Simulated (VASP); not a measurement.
Band structure of CeInCu (space group P-6m2). All values below come from PBEsol GGA with spin-orbit coupling, VASP's PBE PAW potentials (set 64) (plane waves; VASP).

The run has a spin-polarised start.

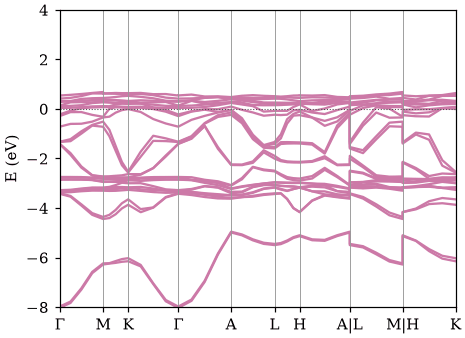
Figure: Bands along high-symmetry lines, zero at the valence-band maximum or, without a gap, the Fermi level

Problem. Read the plot: is there a gap, and where are the band edges?

Solution. It has no gap at this level: it comes out as a metal or semimetal.

The structure comes from a computed database's CeInCu entry (P-6m2); how it stands against other phases isn't given here. It was relaxed first, which changed the volume by -8 %.
